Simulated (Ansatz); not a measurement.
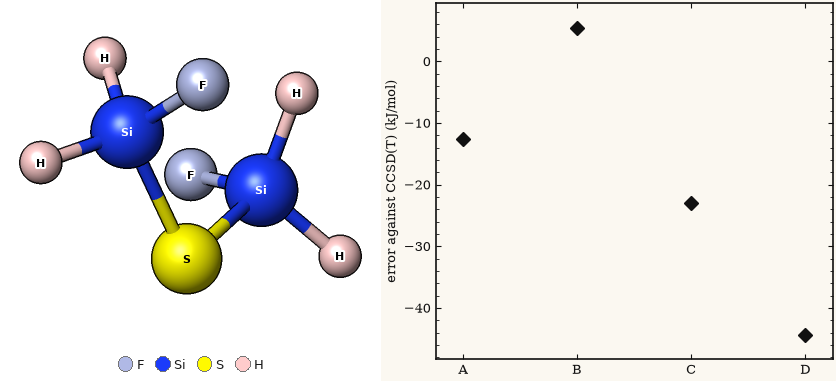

Error in the electronic atomisation energy (method less reference, so positive means overbinding) of Si₂H₄SF₂, SMILES F[SiH2]S[SiH2]F: functionals in def2-TZVPP against frozen-core CCSD(T) at the limit (MP2 extrapolated from triple and quadruple zeta, plus CCSD(T) less MP2 in a smaller set), which gives 3154.8 kJ/mol, at a PBE0-D4/def2-TZVP geometry (no frequency check), no zero-point or spin-orbit term, the Ansatz code 0.2.0. The reference leaves out core correlation, a term that grows with the number of heavy atoms.

**The letters stand for B3LYP-D4, PBE-D4, r2SCAN-D4 and ωB97X-V. Which is which?**

A: r2SCAN-D4 (−12.6 kJ/mol); B: ωB97X-V (5.4 kJ/mol); C: PBE-D4 (−23.0 kJ/mol); D: B3LYP-D4 (−44.4 kJ/mol).

Limits of at least one run: one conformer of a flexible molecule.
